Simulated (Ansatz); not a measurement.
# Ge(111)/CdS(10-10) interface (64 atoms): repeated cells from small to large, part 2 of 2

Aim: repeat one cell of Ge(111)/CdS(10-10) interface (64 atoms) to ever larger supercells at Γ and follow error, time and memory.

Ansatz 0.2.0; Kohn-Sham DFT, PBE, PAW (set soft_2), plane waves.

The cell: 32 Ge, 16 Cd and 16 S. The host structure and its lattice constant were typed by rule, without a check against the phase diagram.

So far. Step 5 (Plane waves, 128 atoms): The energy lies 13.1 meV/atom above the dense-mesh reference. Step 6 (Support functions, 128 atoms): The energy lies 11.7 meV/atom above the dense-mesh reference, and 1.4 meV/atom below plane waves of the same size, an offset between the two bases that leaves the sampling error alike.

## 8. The reference in detail

The comparisons rest on this run, so its electronic structure is set out here.

Neighbours are counted within 2.88 Å (Ge-Ge), 3.09 Å (Ge-Cd), 2.48 Å (Ge-S), 3.02 Å (Cd-S).

Length of the force by element and coordination:

```csv
element,coordination,atoms,mean length of the force (eV/Å),spread,least,most
Cd,all,16,0.859,0.385,0.354,1.39
Cd,4,12,0.704,0.315,0.354,1.28
Cd,6,4,1.33,0.0631,1.24,1.39
Ge,all,32,0.903,0.439,0.214,1.92
Ge,3,4,0.915,0.319,0.464,1.35
Ge,4,20,0.708,0.314,0.214,1.46
Ge,5,8,1.39,0.384,0.858,1.92
S,all,16,1.04,0.384,0.577,1.79
S,3,4,0.650,0.0951,0.577,0.811
S,4,12,1.17,0.354,0.727,1.79
```

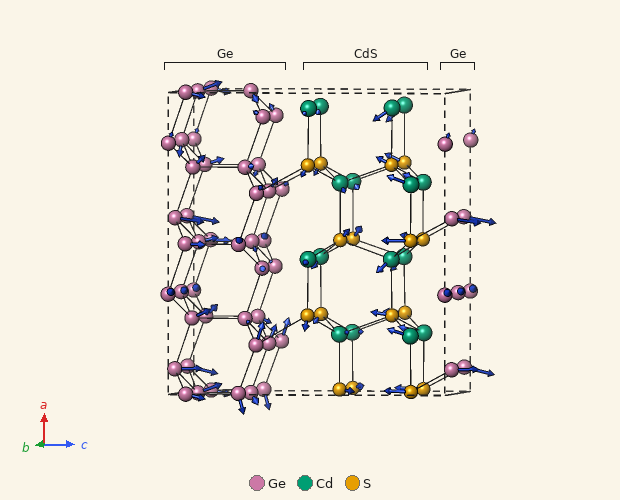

Forces as arrows; the longest in the cell is 1.92 eV/Å. Bonds to atoms that aren't drawn are left out. Some periodic images of atoms are drawn too.

Löwdin charges by element and coordination (they lack the spilled electrons, 0.065 e an atom on average):

```csv
element,coordination,atoms,mean charge (e),spread,least,most
Cd,all,16,1.28,0.0317,1.24,1.33
Cd,4,12,1.26,0.0098,1.24,1.27
Cd,6,4,1.33,0.002,1.33,1.33
Ge,all,32,-0.0669,0.144,-0.305,0.109
Ge,3,4,0.0793,0.0071,0.0716,0.0894
Ge,4,20,-0.095,0.167,-0.305,0.109
Ge,5,8,-0.0699,0.0276,-0.103,-0.0413
S,all,16,-0.884,0.151,-1.03,-0.646
S,3,4,-0.853,0.0073,-0.865,-0.845
S,4,12,-0.894,0.173,-1.03,-0.646
```

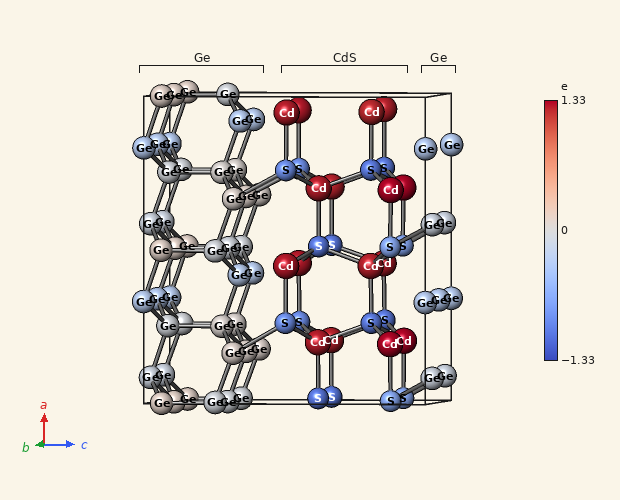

Atoms coloured by Löwdin charge. Bonds to atoms that aren't drawn are left out. Some periodic images of atoms are drawn too.

By region:

```csv
region,atoms,mean length of the force (eV/Å)
Ge,32,0.904
CdS,32,0.951
```

States in the cell by windows of 1 eV, zero at the Fermi level; the larger projections on atomic orbitals stand beside the total:

```csv
from (eV),to (eV),total,CdS,Cd d,Ge p,S p,Ge s,Cd s
-18,-16,0.0,0.0,0.0,0.0,0.0,0.0,0.0
-16,-15,0.9,0.7,0.0,0.1,0.0,0.1,0.1
-15,-14,7.1,5.4,0.3,0.9,0.0,0.7,0.4
-14,-13,22.9,22.0,1.7,0.5,0.0,0.3,1.8
-13,-12,2.6,1.3,0.1,0.2,0.0,1.1,0.1
-12,-11,9.0,1.3,0.5,1.7,0.2,6.0,0.1
-11,-10,15.9,3.7,2.5,3.1,0.7,9.0,0.2
-10,-9,78.2,70.3,66.7,2.8,3.0,5.0,0.3
-9,-8,91.6,84.0,79.7,2.9,2.3,4.5,0.5
-8,-7,13.7,3.7,2.3,4.2,0.9,5.7,0.3
-7,-6,10.1,3.0,0.5,3.6,1.6,3.5,0.6
-6,-5,21.4,14.4,0.8,4.6,9.4,2.1,3.9
-5,-4,26.7,16.2,1.0,8.2,12.6,1.8,2.1
-4,-3,35.9,20.6,1.2,13.0,18.0,1.5,0.9
-3,-2,41.1,23.3,1.4,15.5,21.2,1.3,0.4
-2,-1,22.3,7.8,0.5,12.9,7.0,1.1,0.2
-1,0,16.1,4.0,0.2,10.2,2.9,1.3,0.6
0,1,17.6,4.7,0.1,9.7,2.8,2.0,1.3
1,2,19.4,4.5,0.1,8.9,1.6,3.6,2.4
2,3,30.0,9.1,0.1,11.9,2.9,3.4,5.5
3,4,34.8,7.4,0.1,14.0,2.7,2.2,4.3
```

Between -26 and -18 eV lie 320 more states.

The stored curve holds about 736 of the 864 electrons; the rest, give or take the few that broadening carries across the Fermi level, lie in deeper levels below its range.

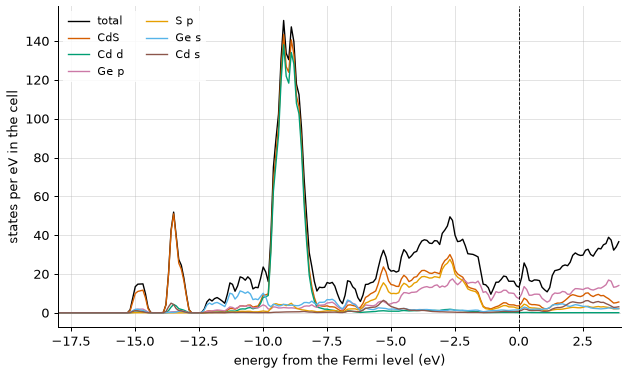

Total and projected density of states, with the broadening of the input.

The levels nearest the highest filled one (over half full), pooled over k-points and spins:

```csv
level less the highest filled one (eV),occupation
-0.0445,1.88
-0.0167,1.55
-0.0144,1.51
-0.0061,1.35
-0.0058,1.34
0,1.22
0.011,0.975
0.0111,0.974
0.0217,0.739
0.0229,0.714
0.0344,0.489
0.0473,0.291
```

Forces differ by site in this geometry: Ge atoms with 5 neighbours bear 1.4 eV/Å on average, against 0.71 eV/Å for those with 4. Mean Löwdin charges: Cd +1.28, Ge -0.07, S -0.88 e (they miss 0.48 % of the electrons, so they add up to more than the cell's charge). Within 0.4 eV of the Fermi level the largest share is Ge p (60 % of the projected weight).

## 9. What came out

| Property | Result |
| --- | --- |
| free energy per atom | -4436.6058 eV/atom |
| density | 5.406 g/cm³ |
| pressure | 7.6 GPa |
| r.m.s. force component | 0.5874 eV/Å |
| wall time of the 5 DFT runs | 14 min |

Repeating the cell at Γ samples more k-points: in plane waves the energy difference from the dense mesh goes from 137 meV/atom at 64 atoms to 13.1 at 128, and the force difference from 232 to 85 meV/Å. At equal size the support functions lie 1.4 meV/atom below plane waves, likely because their grid holds more waves than 420 eV; no run tests this. At the largest size the support functions' forces differ from the reference by 14 % of the r.m.s. force, which holds the difference of sampling between the two as well as that of the basis.

18 levels are partly filled, by over 2 % (on the run's k-points): no clear gap opens at this level. Levels of broken or missing bonds inside a gap of the host would look the same. Forces differ by site in this geometry: Ge atoms with 5 neighbours bear 1.4 eV/Å on average, against 0.71 eV/Å for those with 4.

**Limits.** The geometry was built by rule, was displaced at random and isn't relaxed at this level: its force components are 0.59 eV/Å r.m.s. The stress is far from hydrostatic: its diagonal is 5.6, 7.4, 9.8 GPa, compression counted positive. The pressure of 7.6 GPa means that a free cell would grow at this level.

[Logs are printed without paths, hosts, clocks, repeated set-up lines and the standing remarks that a program may print on its own settings, such as how far it seeks lower states.]

[Hosts, paths, dates, database ids (printed as entryN), source tags and the programs' standing remarks are cut or masked in the printed files.]
